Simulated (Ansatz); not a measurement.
# C3H7Br (1-bromopropane): B3LYP/6-31G(d) (spherical functions)

Aim: the vertical singlet–triplet gap of C3H7Br (1-bromopropane) at B3LYP/6-31G* (spherical functions), from 2 runs. 

The calculation is run with Ansatz 0.2.0.

55 further runs of the same task are left out: 55 set aside as unsound or not needed.

## (1) Starting point

C3H7Br has 11 atoms, charge 0, and is taken as a singlet. SMILES: `CCCBr`. The shape is that of a PBE0-D4/def2-TZVP optimisation. This is one conformer, not always the lowest.

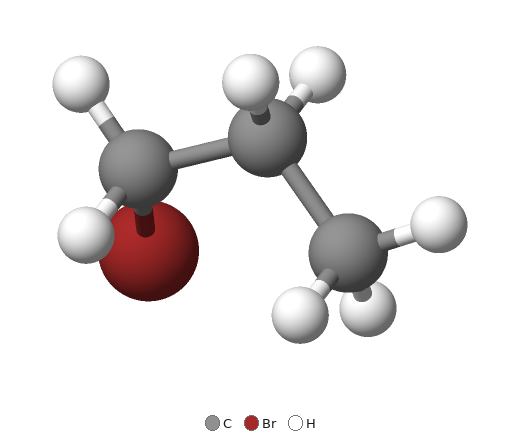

Viewed from a chosen angle; carbon grey, bromine red, hydrogen white.

## (2) The energy at B3LYP/6-31G(d) (spherical functions)

Input file run.yaml:

```yaml
crystal:
  periodic: [false, false, false]
  atoms:
    - {symbol: C, position_ang: [-0.555400, 1.176300, 0.174600]}
    - {symbol: C, position_ang: [-0.232700, -0.258200, 0.548300]}
    - {symbol: C, position_ang: [0.751200, -0.933400, -0.376500]}
    - {symbol: Br, position_ang: [0.042600, -1.165200, -2.181600]}
    - {symbol: H, position_ang: [-1.020500, 1.228900, -0.811600]}
    - {symbol: H, position_ang: [-1.242800, 1.621500, 0.896400]}
    - {symbol: H, position_ang: [0.349400, 1.789900, 0.151000]}
    - {symbol: H, position_ang: [-1.148000, -0.854800, 0.598800]}
    - {symbol: H, position_ang: [0.212600, -0.288200, 1.551000]}
    - {symbol: H, position_ang: [1.664500, -0.352300, -0.499500]}
    - {symbol: H, position_ang: [1.004600, -1.937400, -0.042700]}
basis:
  gaussian:
    orbitals: 6-31G_st_-spherical.json
output: {orbitals: {seedname: orbitals}}
hamiltonian:
  xc: {name: B3LYP}
accuracy: high
```

The basis set 6-31G* is read from a file made from the Basis Set Exchange's data (not shown).

The run is started by

```sh
$ ansatz run run.yaml --threads 1 --pin off --max-ram 3480MiB --events-out events.jsonl --progress --plain --runs-dir runs
```

The log of the run:

```text
Warning: RAYON_NUM_THREADS=1 ignored (pool sized by the plan → 1); use --threads N
Functional definition: B3LYP
  name "B3LYP"
  parameter a0 = 0.2
  parameter ax = 0.72
  parameter ac = 0.81
  exchange = (1 - a0 - ax)*slater_x + ax*b88_x + a0*exact_x
  correlation = (1 - ac)*vwn_rpa_c + ac*lyp_c
2062 factors; integrals over basis functions are off by at most 1.7e-8 eV
mean field evaluation 1: about -73258.6086 eV, gradient 4.7e1 eV
mean field evaluation 2: about -73255.3923 eV, gradient 5.8e1 eV
mean field evaluation 4: about -73264.1077 eV, gradient 2.5e0 eV
mean field evaluation 8: about -73264.3415 eV, gradient 1.7e-1 eV
mean field evaluation 16: about -73264.3416 eV, gradient 3.4e-5 eV
mean field -73264.34162032 eV, -2692.4148941923 hartree, gradient 6.0e-8 eV, S^2 0.000000; 0 other end points of the search recorded, 0 dependent functions left out
reference -73264.34165530 eV, -2692.4148954780 hartree; 30, 30 occupied and 58, 58 virtual orbitals, 2062 factors
Total energy: -73264.34165530 eV, -2692.4148954780 hartree
```

It took 6.9 s on 1 thread of AMD EPYC 9R14 (Zen 4), shared host; peak memory 0.35 GiB.

## (3) The triplet

Input file molecule.yaml:

```yaml
crystal:
  periodic: [false, false, false]
  atoms:
    - symbol: C
      position_ang: [-0.555400, 1.176300, 0.174600]
    - symbol: C
      position_ang: [-0.232700, -0.258200, 0.548300]
    - symbol: C
      position_ang: [0.751200, -0.933400, -0.376500]
    - symbol: Br
      position_ang: [0.042600, -1.165200, -2.181600]
    - symbol: H
      position_ang: [-1.020500, 1.228900, -0.811600]
    - symbol: H
      position_ang: [-1.242800, 1.621500, 0.896400]
    - symbol: H
      position_ang: [0.349400, 1.789900, 0.151000]
    - symbol: H
      position_ang: [-1.148000, -0.854800, 0.598800]
    - symbol: H
      position_ang: [0.212600, -0.288200, 1.551000]
    - symbol: H
      position_ang: [1.664500, -0.352300, -0.499500]
    - symbol: H
      position_ang: [1.004600, -1.937400, -0.042700]
basis:
  gaussian:
    orbitals: 6-31G_st_-spherical.json
total_charge: 0
magnetization:
  spin_polarized: true
  initial_magnetization: 2
hamiltonian:
  xc: {name: B3LYP}
accuracy: high
output: {orbitals: {seedname: orbitals}}
```

The basis set 6-31G* is read from a file made from the Basis Set Exchange's data (not shown).

The run is started by

```sh
$ ansatz run molecule.yaml --threads 1 --pin off --max-ram 3480MiB --events-out events.jsonl --progress --plain --runs-dir runs
```

The log of the run, cut to the lines that bear on the results:

```text
Warning: RAYON_NUM_THREADS=1 ignored (pool sized by the plan → 1); use --threads N
[... 7 set-up lines as earlier in the session ...]
2062 factors; integrals over basis functions are off by at most 1.7e-8 eV
mean field evaluation 1: about -73250.2558 eV, gradient 4.0e1 eV
mean field evaluation 2: about -73231.3386 eV, gradient 6.6e1 eV
mean field evaluation 4: about -73258.1528 eV, gradient 3.8e0 eV
mean field evaluation 8: about -73258.4748 eV, gradient 3.3e-1 eV
mean field evaluation 16: about -73258.4757 eV, gradient 1.6e-2 eV
mean field evaluation 32: about -73258.4762 eV, gradient 1.6e-4 eV
mean field evaluation 64: about -73258.3449 eV, gradient 1.7e0 eV
mean field -73258.47615584 eV, -2692.1993423486 hartree, gradient 6.3e-8 eV, S^2 2.003371; 5 other end points of the search recorded, 0 dependent functions left out
reference -73258.47619170 eV, -2692.1993436665 hartree; 31, 29 occupied and 57, 59 virtual orbitals, 2062 factors
Total energy: -73258.47619170 eV, -2692.1993436665 hartree
```

Run time: 33 s. Hardware: 1 thread of AMD EPYC 9R14 (Zen 4), shared host; peak memory 0.55 GiB.

## (4) Results

Level: B3LYP/6-31G* (spherical functions).

| quantity | value |
| --- | --- |
| singlet: total energy | -2692.41490 Eh |
| singlet: HOMO energy | -7.40 eV |
| singlet: LUMO energy | 0.17 eV |
| singlet: HOMO–LUMO gap | 7.57 eV |
| triplet: total energy | -2692.19934 Eh |
| triplet: HOMO energy (highest over α and β) | -1.89 eV |
| triplet: ⟨S²⟩ | 2.003 |
| vertical energy of the triplet above the singlet | 5.865 eV |

**Reading.** At this shape the triplet lies 5.87 eV (566 kJ/mol) above the singlet.
